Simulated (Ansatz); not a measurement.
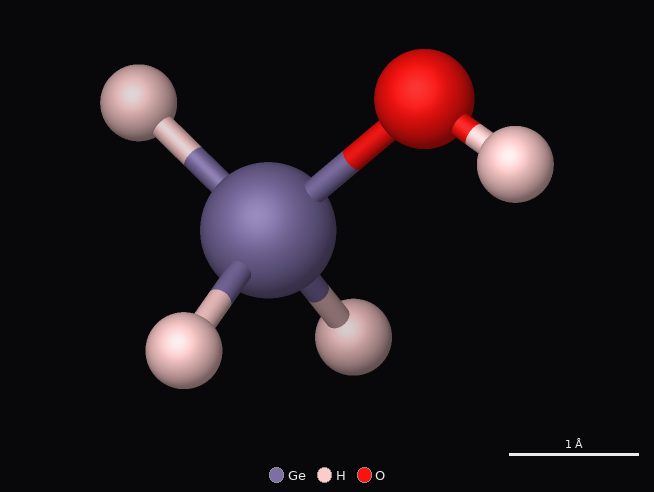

A ball-and-stick model of a molecule. Every bond is drawn as one stick, whatever its order.

The computed structure is the end point of a PBE0-D4/def2-TZVP optimisation.

**Count the atoms of each element.**

GeH4O, 6 atoms: 1 germanium, 4 hydrogen and 1 oxygen.

**How many bonds of each kind are drawn?**

3 Ge–H, 1 Ge–O, 1 O–H. Sticks follow a distance rule.

More results for the same structure follow; atom numbers are the same in all pictures, views and colours differ.

### Dipole moment

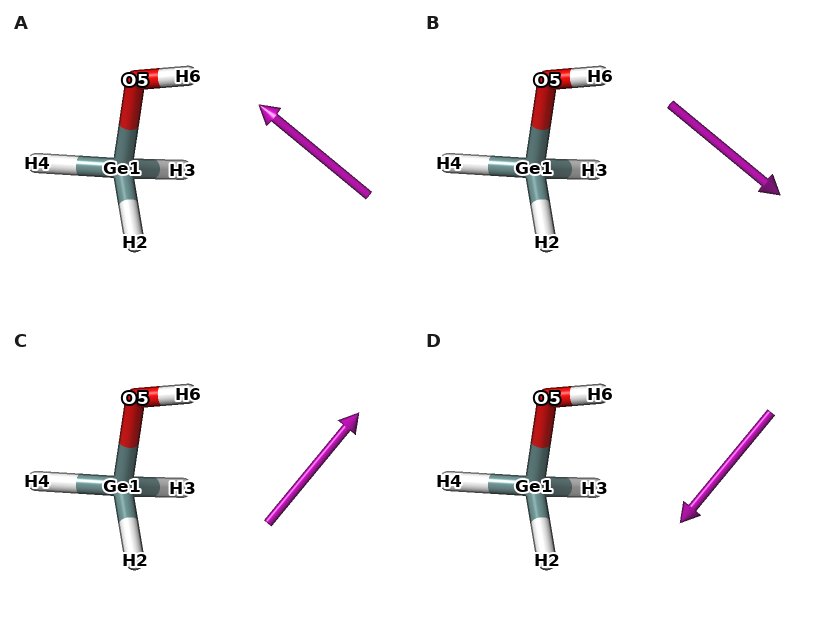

The same molecule four times, each with an arrow. Method: RKS PBE0-D4/def2-TZVP (Ansatz 0.2.0).

**Which arrow points along the dipole moment, from the negative to the positive end?**

B. The dipole moment is 1.48 D; it points from the side of H4 to the side of H2, H3 (the outermost atoms at the two ends).

### Electronic properties

Method: RKS PBE0-D4/def2-TZVPP (Ansatz 0.2.0).

**What is the HOMO–LUMO gap?**

8.54 eV.

**Estimate the HOMO energy (Kohn–Sham orbital).**

−8.43 eV.

### Vibrations

Harmonic vibrations computed with RKS PBE0-D4/def2-TZVP (Ansatz 0.2.0) at a stationary point of the same level.

**List the wavenumbers.**

12 modes: 173, 614, 631, 706, 868, 871, 888, 946, 2140, 2143, 2196, 3903 cm⁻¹.

### Charges

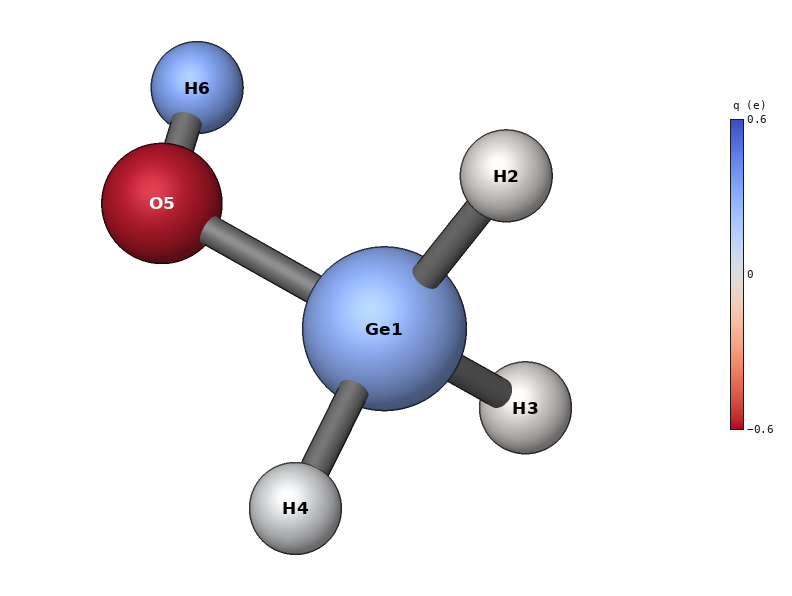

Atoms are coloured by their Mulliken charges. Method: RKS PBE0-D4/def2-TZVP (Ansatz 0.2.0).

**Which atom carries the highest charge (most positive or least negative)?**

H6 (0.31 e).

**And the lowest?**

O5 (−0.57 e).

List the Mulliken charges.

```json
{"atom": "Ge1", "value (e)": "0.28"}
{"atom": "H2", "value (e)": "−0.01"}
{"atom": "H3", "value (e)": "−0.01"}
{"atom": "H4", "value (e)": "0.01"}
{"atom": "O5", "value (e)": "−0.57"}
{"atom": "H6", "value (e)": "0.31"}
```

Mulliken values depend strongly on the basis set and can even reverse the polarity of a bond.
